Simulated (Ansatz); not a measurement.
CH₃FO₃W: geometry relaxation (part 2 of 2)

The same run, continued: CH₃FO₃W, SMILES C[O][W](=[O])(=[O])[F]; RKS PBE0-D4/def2-TZVP (Ansatz 0.2.0). The geometry: GFN2-xTB start.

Geometry of the input (Å):
```
C  0.1452  -1.2933  0.9129
O  -0.0528  0.0461  0.5056
W  -0.1412  1.2504  -0.8592
O  -1.3682  0.7599  -1.9140
O  1.3604  1.2761  -1.6357
F  -0.5325  2.8810  -0.0457
H  -0.6794  -1.6120  1.5623
H  0.1770  -1.9289  0.0103
H  1.0916  -1.3792  1.4635
```

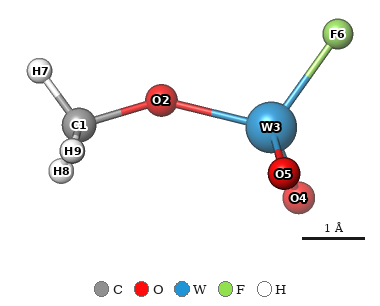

The geometry at step 20 of the log (ball-and-stick view, seen at a tilt; atoms are numbered from 1 in the order of the input).

## Trajectory as extended XYZ, continued
```
9
Properties=species:S:1:pos:R:3:forces:R:3 step=8 energy=-11768.82724
C     0.1335   -1.3258    0.9111    0.0289  -0.1372   0.0890
O    -0.1742   -0.0072    0.5287    0.0099   0.0469  -0.0314
W    -0.1473    1.2654   -0.8065    0.0081  -0.0457  -0.0476
O    -1.2167    0.7952   -2.0463    0.0578   0.0258   0.0586
O     1.4072    1.3381   -1.4979   -0.0624  -0.0159   0.0424
F    -0.6268    2.9362   -0.1396   -0.0080  -0.0072  -0.0034
H    -0.4991   -1.5947    1.7664    0.1217   0.0517  -0.1555
H    -0.0667   -2.0141    0.0822    0.0254   0.0670   0.1186
H     1.1900   -1.3931    1.2020   -0.1814   0.0146  -0.0707
9
Properties=species:S:1:pos:R:3:forces:R:3 step=9 energy=-11768.83055
C     0.1285   -1.3268    0.9078    0.0277  -0.1104   0.0692
O    -0.1844   -0.0088    0.5257    0.0044  -0.0126   0.0196
W    -0.1438    1.2663   -0.8035    0.0012  -0.0114  -0.0901
O    -1.1795    0.7834   -2.0667    0.0529   0.0271   0.0485
O     1.4254    1.3564   -1.4582   -0.0494  -0.0111   0.0306
F    -0.6594    2.9297   -0.1452   -0.0076   0.0001   0.0004
H    -0.4520   -1.5710    1.8053    0.1065   0.0348  -0.1438
H    -0.1349   -2.0242    0.1043    0.0309   0.0790   0.1126
H     1.2001   -1.4048    1.1305   -0.1665   0.0045  -0.0471
9
Properties=species:S:1:pos:R:3:forces:R:3 step=10 energy=-11768.83255
C     0.1210   -1.3285    0.9046    0.0537  -0.1631   0.0583
O    -0.1879   -0.0082    0.5272   -0.0157  -0.0218   0.0178
W    -0.1385    1.2681   -0.8004    0.0193   0.0144  -0.0896
O    -1.1238    0.7647   -2.0957    0.0524   0.0238   0.0629
O     1.4488    1.3887   -1.4055   -0.0701  -0.0045   0.0320
F    -0.7101    2.9204   -0.1569    0.0068  -0.0307  -0.0124
H    -0.3836   -1.5398    1.8573    0.1312   0.0374  -0.2167
H    -0.2346   -2.0323    0.1388    0.0743   0.1434   0.1769
H     1.2085   -1.4333    1.0305   -0.2519   0.0010  -0.0293
9
Properties=species:S:1:pos:R:3:forces:R:3 step=12 energy=-11768.83803
C     0.1141   -1.3277    0.8991   -0.0252  -0.0256   0.0127
O    -0.2081   -0.0069    0.5395    0.0269   0.1049  -0.0838
W    -0.1321    1.2671   -0.7942   -0.0450   0.0126   0.0584
O    -1.0624    0.7419   -2.1191    0.0031  -0.0021   0.0036
O     1.4702    1.4148   -1.3474    0.0126  -0.0139   0.0137
F    -0.7557    2.9105   -0.1760    0.0119  -0.0363  -0.0170
H    -0.2963   -1.5162    1.8919    0.0046  -0.0264   0.0149
H    -0.3277   -2.0252    0.1845    0.0012  -0.0213   0.0085
H     1.1980   -1.4583    0.9217    0.0098   0.0081  -0.0109
9
Properties=species:S:1:pos:R:3:forces:R:3 step=13 energy=-11768.83901
C     0.1114   -1.3269    0.8969    0.0000   0.0031  -0.0124
O    -0.2250   -0.0087    0.5332   -0.0175  -0.0193   0.0224
W    -0.1365    1.2685   -0.7927    0.0613  -0.0256   0.0146
O    -1.0442    0.7442   -2.1335   -0.0124  -0.0033  -0.0230
O     1.4779    1.4085   -1.3132   -0.0166   0.0100  -0.0079
F    -0.7658    2.9106   -0.1828   -0.0138   0.0243   0.0063
H    -0.2591   -1.5087    1.9068   -0.0020   0.0092  -0.0006
H    -0.3547   -2.0336    0.2067    0.0005   0.0006   0.0068
H     1.1961   -1.4539    0.8786    0.0006   0.0010  -0.0062
9
Properties=species:S:1:pos:R:3:forces:R:3 step=14 energy=-11768.83938
C     0.1076   -1.3269    0.8944    0.0175  -0.0178   0.0177
O    -0.2409   -0.0101    0.5348   -0.0060  -0.0365   0.0183
W    -0.1343    1.2677   -0.7894    0.0196   0.0028  -0.0415
O    -1.0184    0.7404   -2.1456    0.0118   0.0066   0.0181
O     1.4873    1.4152   -1.2852   -0.0232   0.0008   0.0056
F    -0.7824    2.9074   -0.1910   -0.0031   0.0067   0.0041
H    -0.2192   -1.4986    1.9227    0.0176   0.0127  -0.0550
H    -0.3914   -2.0380    0.2304    0.0206   0.0268   0.0289
H     1.1917   -1.4571    0.8289   -0.0547  -0.0021   0.0039
9
Properties=species:S:1:pos:R:3:forces:R:3 step=16 energy=-11768.83963
C     0.1064   -1.3278    0.8940   -0.0022   0.0066   0.0019
O    -0.2454   -0.0131    0.5317    0.0002  -0.0099  -0.0028
W    -0.1332    1.2679   -0.7898    0.0031   0.0043  -0.0006
O    -1.0066    0.7416   -2.1527   -0.0012  -0.0006  -0.0005
O     1.4906    1.4220   -1.2749   -0.0010  -0.0001   0.0007
F    -0.7904    2.9043   -0.1915   -0.0004   0.0007   0.0007
H    -0.2015   -1.4905    1.9279    0.0003   0.0005   0.0004
H    -0.4067   -2.0414    0.2457    0.0000  -0.0002   0.0004
H     1.1869   -1.4630    0.8098    0.0012  -0.0012  -0.0003
9
Properties=species:S:1:pos:R:3:forces:R:3 step=17 energy=-11768.83967
C     0.1057   -1.3285    0.8940   -0.0014   0.0057  -0.0003
O    -0.2500   -0.0161    0.5275   -0.0004  -0.0011  -0.0064
W    -0.1332    1.2683   -0.7905    0.0002  -0.0059   0.0080
O    -1.0011    0.7448   -2.1580   -0.0008   0.0012  -0.0019
O     1.4925    1.4241   -1.2686    0.0004   0.0008  -0.0012
F    -0.7936    2.9028   -0.1907    0.0002   0.0006  -0.0002
H    -0.1918   -1.4852    1.9317   -0.0008  -0.0001   0.0029
H    -0.4138   -2.0457    0.2549   -0.0008  -0.0005  -0.0010
H     1.1853   -1.4644    0.7997    0.0033  -0.0007   0.0001
9
Properties=species:S:1:pos:R:3:forces:R:3 step=19 energy=-11768.83975
C     0.1056   -1.3300    0.8951   -0.0001  -0.0045  -0.0010
O    -0.2702   -0.0291    0.5096   -0.0038   0.0020   0.0009
W    -0.1357    1.2673   -0.7942   -0.0038  -0.0036  -0.0023
O    -0.9985    0.7656   -2.1732    0.0011   0.0016   0.0032
O     1.4940    1.4182   -1.2598    0.0017  -0.0009   0.0005
F    -0.7893    2.9000   -0.1819    0.0014  -0.0008  -0.0001
H    -0.1791   -1.4724    1.9387   -0.0002   0.0009  -0.0047
H    -0.4125   -2.0641    0.2738    0.0044   0.0052   0.0038
H     1.1857   -1.4554    0.7918   -0.0007   0.0001  -0.0002
9
Properties=species:S:1:pos:R:3:forces:R:3 step=20 energy=-11768.83962 accepted=F
C     0.1075   -1.3317    0.8980   -0.0099  -0.0029  -0.0329
O    -0.3213   -0.0585    0.4703    0.0116  -0.0389   0.0123
W    -0.1444    1.2638   -0.8030   -0.0233  -0.0263  -0.0488
O    -1.0089    0.8171   -2.2018    0.0467   0.0225   0.0744
O     1.4931    1.3881   -1.2495   -0.0323  -0.0059   0.0088
F    -0.7644    2.8981   -0.1586    0.0106  -0.0261  -0.0089
H    -0.1703   -1.4525    1.9472   -0.0007   0.0134  -0.0373
H    -0.3842   -2.1055    0.3006    0.0379   0.0587   0.0384
H     1.1928   -1.4189    0.7969   -0.0406   0.0055  -0.0060
9
Properties=species:S:1:pos:R:3:forces:R:3 step=21 energy=-11768.83987
C     0.1071   -1.3299    0.8962   -0.0015   0.0042  -0.0118
O    -0.2976   -0.0422    0.4930    0.0030  -0.0194   0.0072
W    -0.1408    1.2649   -0.7978   -0.0090  -0.0057  -0.0139
O    -1.0078    0.7900   -2.1844    0.0143   0.0076   0.0206
O     1.4925    1.3976   -1.2565   -0.0084  -0.0037   0.0020
F    -0.7727    2.9009   -0.1711    0.0036  -0.0079  -0.0027
H    -0.1797   -1.4667    1.9404    0.0016   0.0036  -0.0152
H    -0.3918   -2.0827    0.2808    0.0149   0.0197   0.0149
H     1.1908   -1.4319    0.7994   -0.0185   0.0017  -0.0011
9
Properties=species:S:1:pos:R:3:forces:R:3 step=23 energy=-11768.83962 accepted=F
C     0.1087   -1.3299    0.8978   -0.0175   0.0132  -0.0506
O    -0.3429   -0.0646    0.4651    0.0290  -0.0782   0.0194
W    -0.1487    1.2608   -0.8032   -0.0281  -0.0122  -0.0795
O    -1.0157    0.8302   -2.2062    0.0593   0.0242   0.1013
O     1.4912    1.3679   -1.2458   -0.0430  -0.0094   0.0154
F    -0.7507    2.9003   -0.1546    0.0120  -0.0337  -0.0092
H    -0.1710   -1.4536    1.9461   -0.0040   0.0157  -0.0362
H    -0.3670   -2.1138    0.2997    0.0464   0.0740   0.0488
H     1.1961   -1.3974    0.8013   -0.0541   0.0064  -0.0092
9
Properties=species:S:1:pos:R:3:forces:R:3 step=24 energy=-11768.83973 accepted=F
C     0.1085   -1.3251    0.8964   -0.0168  -0.0070  -0.0256
O    -0.3298   -0.0498    0.4879    0.0144  -0.0714   0.0116
W    -0.1468    1.2566   -0.7994   -0.0103   0.1108  -0.0678
O    -1.0168    0.8108   -2.1942    0.0105  -0.0163   0.0453
O     1.4895    1.3685   -1.2528   -0.0058  -0.0231   0.0170
F    -0.7521    2.8979   -0.1615    0.0012  -0.0070  -0.0057
H    -0.1799   -1.4685    1.9380   -0.0137   0.0023   0.0208
H    -0.3668   -2.0912    0.2794    0.0100   0.0065   0.0125
H     1.1942   -1.3993    0.8062    0.0105   0.0051  -0.0081
9
Properties=species:S:1:pos:R:3:forces:R:3 step=25 energy=-11768.84009
C     0.1087   -1.3271    0.8958   -0.0022   0.0078  -0.0071
O    -0.3174   -0.0479    0.4883   -0.0004  -0.0087   0.0027
W    -0.1454    1.2619   -0.7981    0.0001  -0.0069  -0.0057
O    -1.0183    0.8021   -2.1856    0.0015   0.0027   0.0039
O     1.4894    1.3745   -1.2563    0.0003  -0.0005   0.0011
F    -0.7564    2.9032   -0.1658   -0.0008   0.0041   0.0009
H    -0.1868   -1.4696    1.9362   -0.0005  -0.0006   0.0026
H    -0.3685   -2.0888    0.2755    0.0022   0.0013   0.0023
H     1.1947   -1.4083    0.8101   -0.0001   0.0008  -0.0008
9
Properties=species:S:1:pos:R:3:forces:R:3 step=27 energy=-11768.84060
C     0.1110   -1.3215    0.8948   -0.0070   0.0179  -0.0211
O    -0.3995   -0.0857    0.4454    0.0173  -0.0332  -0.0016
W    -0.1595    1.2513   -0.8038    0.0022  -0.0008  -0.0270
O    -1.0293    0.8632   -2.2160    0.0172   0.0061   0.0336
O     1.4864    1.3115   -1.2312   -0.0248  -0.0028   0.0085
F    -0.7165    2.8991   -0.1383    0.0037  -0.0105  -0.0023
H    -0.1707   -1.4473    1.9412   -0.0035   0.0031   0.0014
H    -0.3218   -2.1318    0.3032    0.0110   0.0192   0.0112
H     1.1999   -1.3387    0.8046   -0.0162   0.0009  -0.0027
9
Properties=species:S:1:pos:R:3:forces:R:3 step=28 energy=-11768.84077
C     0.1116   -1.3193    0.8944   -0.0080   0.0110  -0.0082
O    -0.4202   -0.0984    0.4299    0.0148  -0.0172  -0.0035
W    -0.1626    1.2478   -0.8064   -0.0135  -0.0020   0.0073
O    -1.0338    0.8808   -2.2230    0.0104   0.0041   0.0090
O     1.4851    1.2946   -1.2267   -0.0039  -0.0021  -0.0030
F    -0.7044    2.8950   -0.1272    0.0030  -0.0074  -0.0032
H    -0.1700   -1.4383    1.9419    0.0000   0.0030  -0.0054
H    -0.3063   -2.1430    0.3114    0.0062   0.0104   0.0073
H     1.2005   -1.3192    0.8056   -0.0089   0.0003  -0.0003
9
Properties=species:S:1:pos:R:3:forces:R:3 step=29 energy=-11768.84085
C     0.1125   -1.3173    0.8945   -0.0038   0.0040  -0.0046
O    -0.4430   -0.1149    0.4102    0.0069  -0.0098  -0.0027
W    -0.1676    1.2437   -0.8086    0.0166  -0.0055  -0.0372
O    -1.0384    0.9050   -2.2326    0.0011   0.0027   0.0242
O     1.4818    1.2746   -1.2246   -0.0167   0.0032   0.0142
F    -0.6898    2.8905   -0.1134    0.0006  -0.0043   0.0020
H    -0.1708   -1.4269    1.9423   -0.0010  -0.0010   0.0022
H    -0.2864   -2.1577    0.3222    0.0043   0.0099   0.0045
H     1.2016   -1.2969    0.8098   -0.0080   0.0008  -0.0025
9
Properties=species:S:1:pos:R:3:forces:R:3 step=31 energy=-11768.84092
C     0.1126   -1.3162    0.8947   -0.0037   0.0043  -0.0031
O    -0.4531   -0.1240    0.3975    0.0061  -0.0054   0.0006
W    -0.1684    1.2414   -0.8116   -0.0051  -0.0023   0.0027
O    -1.0414    0.9167   -2.2373    0.0009   0.0013  -0.0006
O     1.4819    1.2681   -1.2236    0.0023   0.0000  -0.0010
F    -0.6834    2.8848   -0.1037   -0.0001   0.0002  -0.0001
H    -0.1712   -1.4183    1.9433    0.0006   0.0002  -0.0010
H    -0.2783   -2.1651    0.3300    0.0010   0.0021   0.0020
H     1.2014   -1.2873    0.8106   -0.0020  -0.0003   0.0005
9
Properties=species:S:1:pos:R:3:forces:R:3 step=32 energy=-11768.84092
C     0.1125   -1.3166    0.8949    0.0008  -0.0008   0.0000
O    -0.4520   -0.1251    0.3956   -0.0003   0.0031  -0.0021
W    -0.1682    1.2415   -0.8121   -0.0005  -0.0029   0.0014
O    -1.0411    0.9181   -2.2382    0.0000   0.0005  -0.0003
O     1.4820    1.2698   -1.2243   -0.0002   0.0003   0.0002
F    -0.6842    2.8838   -0.1025   -0.0001   0.0006   0.0000
H    -0.1710   -1.4164    1.9438    0.0003   0.0000  -0.0002
H    -0.2791   -2.1663    0.3321   -0.0002  -0.0001   0.0004
H     1.2012   -1.2889    0.8106    0.0001  -0.0007   0.0005
```

## Key numbers

- outcome: converged
- total energy: −11768.8410 eV
- mean-field energy: −11768.6742 eV
- dispersion energy: −0.1667 eV
- SCF solution under orbital rotations: stable
- largest force (length of the vector) at the end: 0.004 eV/Å
- dipole moment: 4.09 D
- hardware: 4 threads of Arm Neoverse V2, 23 GiB of memory available, shared host
- wall time: 1.9 min (CPU time 7.2 min)
- peak memory: 0.58 GiB
